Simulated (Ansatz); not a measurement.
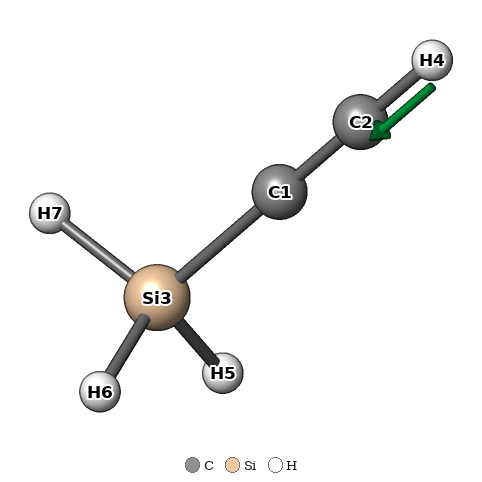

The arrows show one normal mode. Harmonic vibrations computed with RKS PBE0-D4/def2-TZVP (Ansatz 0.2.0) at a stationary point of the same level.

**What kind of motion is it?**

Mostly C–H stretching.

**At what wavenumber does it lie?**

3466 cm⁻¹; it is mode 15 of 15 counted from the lowest.
